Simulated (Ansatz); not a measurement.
**CH4BNOSi: ladder of methods at one geometry**

How do the methods compare on CH4BNOSi, in result and in cost? Aim: a ladder of methods at one geometry, for CH4BNOSi, run from a script. SMILES: N=C1OB1[SiH3].

All numbers are computed with Ansatz 0.2.0, driven from Python. The levels of theory stand in the script.

## Step 1: The system

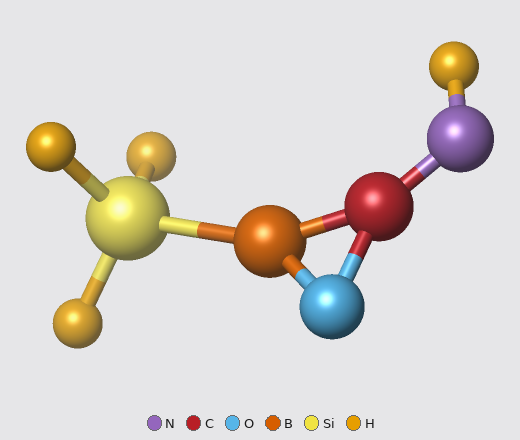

The structure that the script starts from, seen from a chosen angle (nitrogen purple, carbon red, oxygen blue, boron orange, silicon yellow, hydrogen amber).

ch4bnosi.xyz, read by the script:

```xyz
9

N     2.10650    1.48620   -0.68920
C     1.50370    0.36540   -0.60120
O     1.54480   -1.05600   -0.77590
B     0.41450   -0.46180   -0.23050
Si   -1.43370   -0.67370    0.50860
H     1.53240    2.40220   -0.41650
H    -2.20040    0.53750    0.22840
H    -2.05060   -1.82910   -0.06640
H    -1.32870   -0.81700    2.02560
```

## Step 2: The code

Input file ch4bnosi_methods.py:

```python
# -*- coding: utf-8 -*-
'''CH4BNOSi at several levels of theory.'''

from pathlib import Path

import ansatz as az
import numpy as np

mol = az.Crystal.molecule_from_extxyz('ch4bnosi.xyz')

setup = mol.calculation().basis(gaussian='cc-pVDZ')

print('functional    E (Ha)        dipole (D)   HOMO (eV)  LUMO (eV)')
for name in ['revpbe', 'hse06', 'r2scan0', 'pbe0', 'b3lyp']:
    summary = setup.functional(name).forces().orbitals().run(threads=1, backend='cpu', runs_dir='runs').report
    lines = Path(summary['orbitals_path']).read_text().splitlines()
    field_of = lambda key: [line.split('=')[1].strip() for line in lines if line.startswith(key)]
    orbitals = [(27.211386 * float(e), s, float(n)) for e, s, n in zip(field_of('Ene='), field_of('Spin='), field_of('Occup='))]
    homo = max(e for e, _, n in orbitals if n > 0.5)
    lumo = min(e for e, _, n in orbitals if n < 0.5)
    dipole = 4.803205 * np.linalg.norm(summary['charge_distribution']['dipole_moment_e_ang'])
    print(f'{name:10s} {summary["free_energy_ev"] / 27.211386246:14.6f} {dipole:9.3f} {homo:11.3f} {lumo:10.3f}')
```

## Step 3: Launch

Command:

```console
> python ch4bnosi_methods.py
```

The log of the run:

```text
functional    E (Ha)        dipole (D)   HOMO (eV)  LUMO (eV)
revpbe        -484.651174     2.423      -5.234     -2.750
hse06         -484.395039     2.743      -6.344     -2.318
r2scan0       -484.590276     2.872      -6.937     -1.856
pbe0          -484.411197     2.747      -6.747     -1.932
b3lyp         -484.780523     2.700      -6.482     -2.078
```

Run time: 22 s. Hardware: 1 thread of Arm Neoverse V1, shared host; peak memory 0.25 GiB.

## Step 4: What each run gave

One row for each of the 5 runs:

| run | functional | energy (eV) | SCF cycles | CPU time (s) |
| --- | --- | --- | --- | --- |
| 1 | revpbe | -13188.0303 | 19 | 2.9 |
| 2 | hse06 | -13181.0605 | 18 | 4.3 |
| 3 | r2scan0 | -13186.3732 | 18 | 6.8 |
| 4 | pbe0 | -13181.5002 | 18 | 3.9 |
| 5 | b3lyp | -13191.5501 | 17 | 3.8 |

Totals hang on method, basis and potentials, so only like runs compare.

The fields below are those of run 1.

## Step 5: Pictures from the orbitals

The fields below are evaluated on a grid from the run's orbitals.

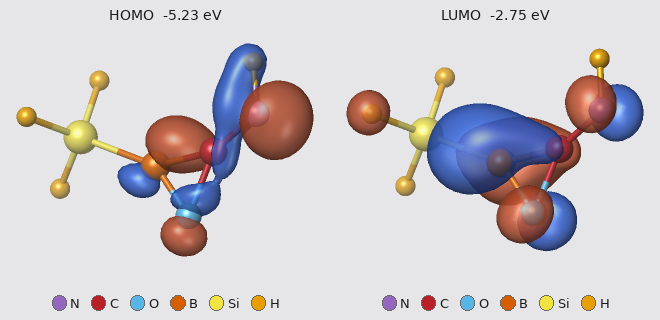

Frontier orbitals at revPBE/cc-pVDZ; each surface holds 70 % of the orbital's density, blue and red mark the sign.

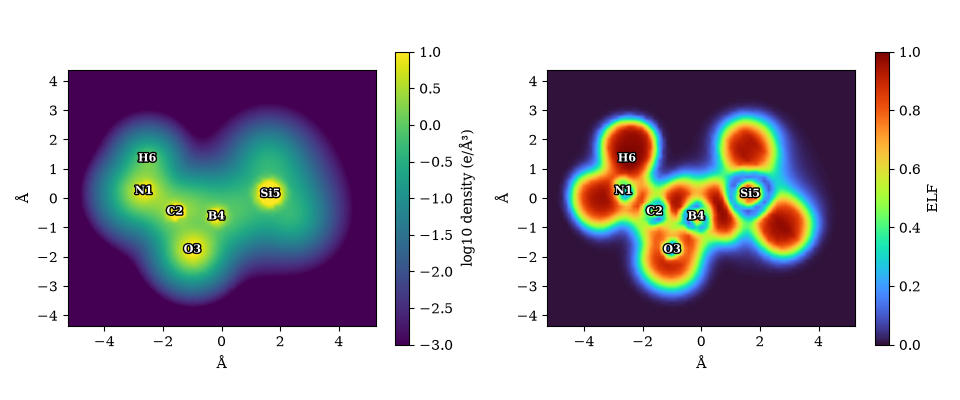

Density (left) and ELF (right) in a plane through or near 6 of the atoms.

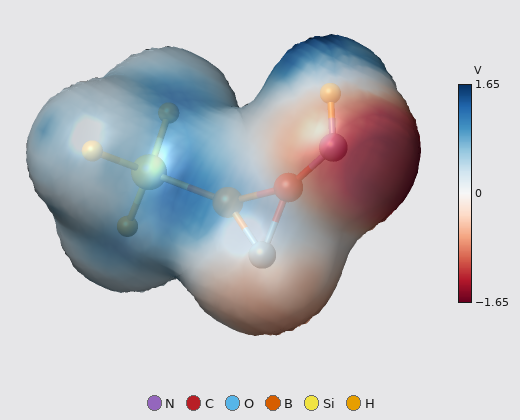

The potential that a unit positive charge feels on the 0.002 e/bohr³ surface, from -1.65 V near N1 to 1.49 V near H6.

## Step 6: What came out

| quantity | value |
| --- | --- |
| runs compared | 5 |
| HOMO-LUMO gap of the mean field (revPBE/cc-pVDZ) | 2.48 eV |

What this shows: All 5 runs converged, in 17 to 19 cycles. What to keep in mind:
- The geometry is a force-field or estimated start, not a minimum of this method, and the basis set is short of its limit. A lower total doesn't mark the better method: functionals have no common bound, and MP2 and coupled cluster aren't variational.
- b3lyp holds the VWN-RPA fit, as in Gaussian; the form of ORCA and Turbomole is b3lyp5.
- Levels such as HOMO and LUMO are orbital energies: with these approximate functionals they aren't the ionisation energy and electron affinity, and their gap isn't the fundamental gap.
- For Al to Cl the sets with a tight d function, cc-pV(X+d)Z, are usual.
- hse06 follows the composition of plane-wave codes, whose totals differ by tens of mHa, up to about 0.1 Ha, from the form usual in Gaussian-basis programs (wpbeh).
